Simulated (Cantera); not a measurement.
Feed: 1 mol c-C4F8, 0.55 mol H2, 0.2 mol HCl, held at 1.33 mbar.

Method: chemical equilibrium by Gibbs-energy minimisation in Cantera with the NASA 1993 tables (ideal gas, pure condensed phases). Candidate condensed phases: C, C6H6, C7H8, C8H18; 135 gas species. Ions and electrons are included (thermal ionisation). The feed counts by its element totals alone. The numbers say what is thermodynamically allowed, not how fast it happens.

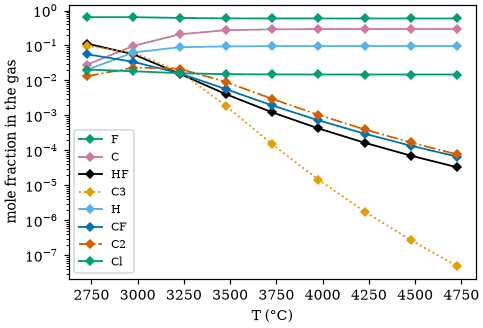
Figure. Equilibrium gas composition (values under 1e-9 drawn at 1e-9)

Task: Read off the mole fractions at 4477 °C.

Result: F about 0.59, C about 0.30, H about 0.096, Cl about 0.015, C2 about 0.00017, CF about 0.00014, HF about 7.1e-5, C3 about 2.7e-7.
